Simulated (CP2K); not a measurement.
Consider silicon tetrachloride at its PBE geometry (Å).

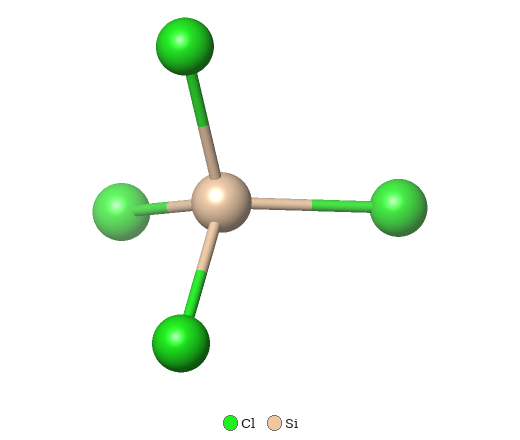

The molecule (chlorine green, silicon light orange).

```xyz
5

Cl   -1.1920   -1.2157   -1.1123
Si    0.0001    0.0001    0.0001
Cl   -0.7944    1.8716    0.0450
Cl    0.1300   -0.7271    1.8949
Cl    1.8563    0.0711   -0.8277
```

Method: CP2K XAS_TDP, all-electron GAPW, PBEh(45%), aug-pc-1, TDA, GW2X-corrected core level, ZORA, spin–orbit coupling.

Q: Where do the Si L₂,₃-edge lines lie, and how strong are they?

Leading lines: Si2 105.97 eV. The leading line of an atom is its first one with 35 % of the strongest within 2.5 eV of its lowest line over the strength cut. Core ionisation energies at this level: Si2 110.61/110.61/111.20 eV; the 2p½ level lies 0.59 eV above the 2p3/2 pair.

The first six lines of each atom with a strength over 0.0003:

```csv
atom,energy (eV),states,"strength, one atom",above the computed threshold
Si2 (bonded to 4 Cl),105.31,3,0.0184,
,105.97,3,0.0601,
,106.64,3,0.0027,
,106.86,5,0.0067,
,107.34,5,0.0116,
,109.11,8,0.0016,
```

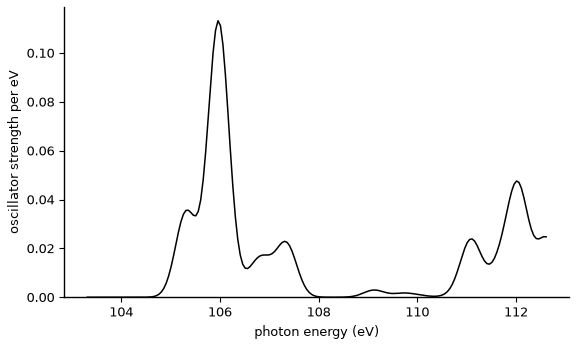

All atoms added, broadened by 0.5 eV.

Lines are vertical, at one geometry, with no vibrational structure. GW2X ionisation energies and lines can be off by 1 to 2 eV either way, and a good line position may hide errors that cancel. Rydberg lines, and the discretised continuum above threshold, depend on the basis and the box.

[Banner, clock and machine lines of the logs are left out without a mark of their own.]

[Logs are printed without paths, hosts, clocks, repeated set-up lines and the standing remarks that a program may print on its own settings, such as how far it seeks lower states.]

[Hosts, paths, dates, database ids (printed as entryN), source tags and the programs' standing remarks are cut or masked in the printed files.]
